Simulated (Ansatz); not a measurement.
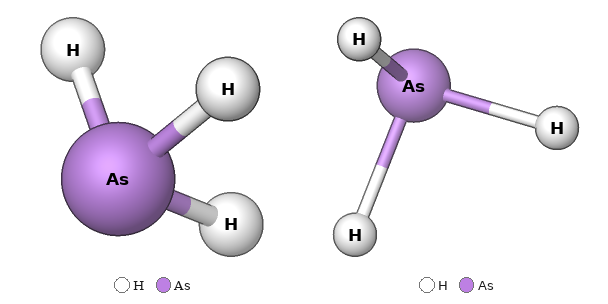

Both panels show the same species.

Identify the structure.

Formula AsH₃. The point group is C3v. Coordination: 1 As trigonal pyramidal.

The parts below concern this one geometry. Atoms keep their numbers from picture to picture. The geometry was computed by an optimisation with PBE0-D4/def2-TZVP.

## Electronic properties

Properties computed with RKS PBE0-D4/def2-TZVP (Ansatz 0.2.0).

Predict the main results.

- dipole moment: 0.34 D
- harmonic zero-point energy: 57.6 kJ/mol

## Charges

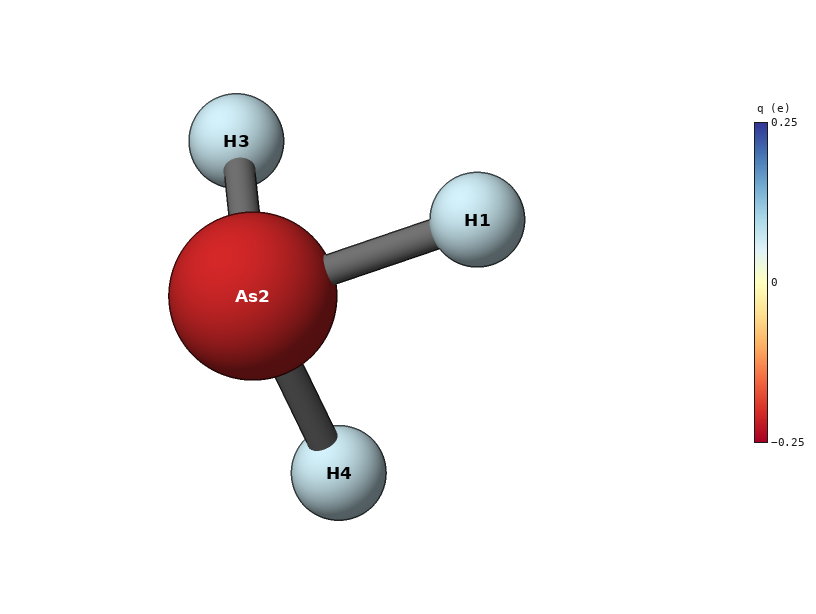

Atoms are coloured by their Mulliken charges. Properties computed with RKS PBE0-D4/def2-TZVP (Ansatz 0.2.0).

Give the Mulliken charges atom by atom.

```csv
atom,value (e)
H1,0.07
As2,−0.21
H3,0.07
H4,0.07
```

## Thermal motion

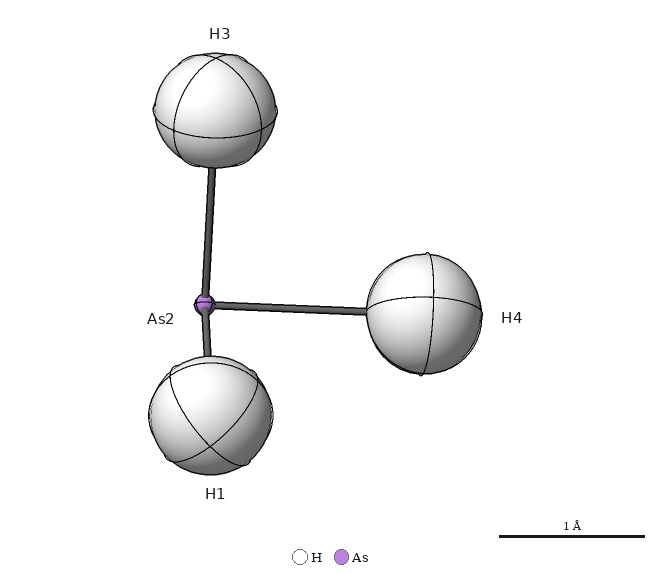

Displacement ellipsoids at the 50 % level, enlarged 3 times, from the internal vibrations of the free molecule (harmonic, no overall translation or rotation; no half-axis is drawn under 0.075 Å). Vibrations computed with RKS PBE0-D4/def2-TZVP (Ansatz 0.2.0). Temperature: 200 K.

Give the displacement parameters, one line for each set of equivalent atoms.

| atom | U_eq (Å²) | rms amplitudes (Å) |
| --- | --- | --- |
| H1, H3, H4 | 0.0081 | 0.086, 0.091, 0.092 |
| As2 | < 0.00001 | 0.002, 0.002, 0.003 |

## Vibrations

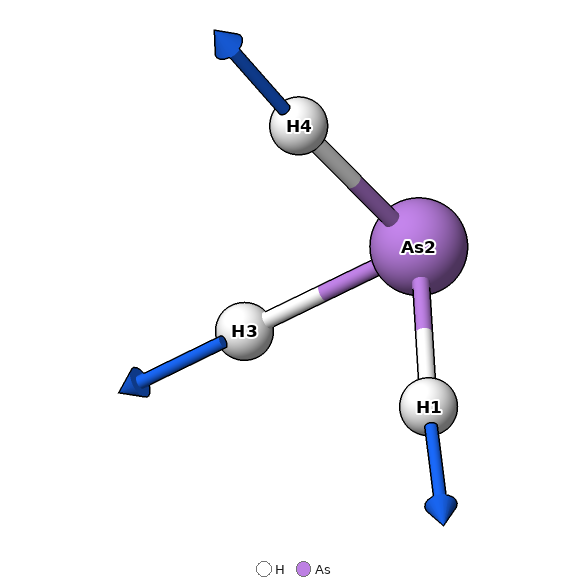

The arrows show one normal mode. Harmonic vibrations computed with RKS PBE0-D4/def2-TZVP (Ansatz 0.2.0) at a stationary point of the same level.

What kind of motion is it?

Mostly in-phase stretching of 3 As–H bonds.

Estimate its harmonic wavenumber.

2215 cm⁻¹; it is mode 4 of 6 counted from the lowest.

Mulliken values depend strongly on the basis set and can even reverse the polarity of a bond.
